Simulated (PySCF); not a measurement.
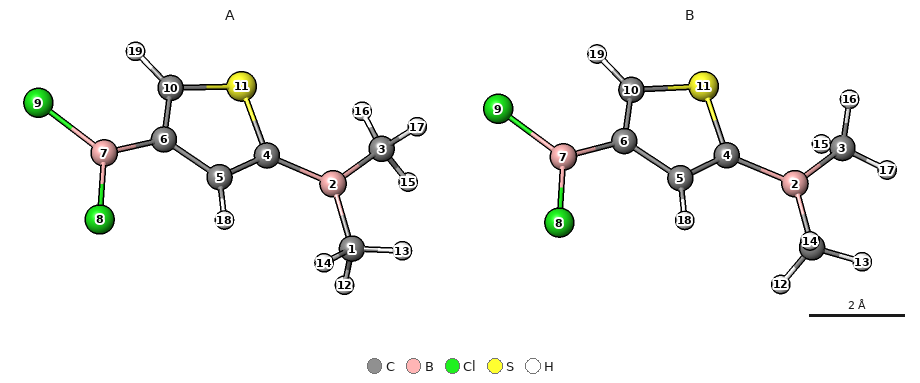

Two geometries of C6H8B2Cl2S, drawn at one scale. One is the start of a relaxation, the other its converged end. A ball-and-stick model, seen at a tilt.

All numbers below come from PySCF, PBE0-D3(BJ)/def2-SVP geometry optimisation, gas phase. 

Question: Which of the two is the end point?

Answer: Structure A is the relaxed one. The start comes from GFN2-xTB. Its atoms were then displaced at random by about 0.01 Å. The atom that moves furthest after the best rigid fit is H15 (1.33 Å). Largest moves by element: H 1.33 Å, Cl 0.19 Å, C 0.15 Å, B 0.13 Å, S 0.05 Å. Some distances before and after: C3–H17 1.062 → 1.106 Å, C1–H12 1.067 → 1.107 Å, B7–Cl8 1.718 → 1.756 Å, C4–C5 1.348 → 1.381 Å. Bond angles that change, for instance: B2–C3–H17 114.9° → 107.1°, B2–C3–H16 111.0° → 115.9°, B2–C1–H12 111.3° → 106.7°. Groups turn about B2–C3 by about 75°, C1–B2 by about 40°. Over 27 geometry steps the energy falls by 25.8 kJ/mol. The run took 4.8 min on 2 threads of Intel(R) Xeon(R) 6975P-C, on a shared host.
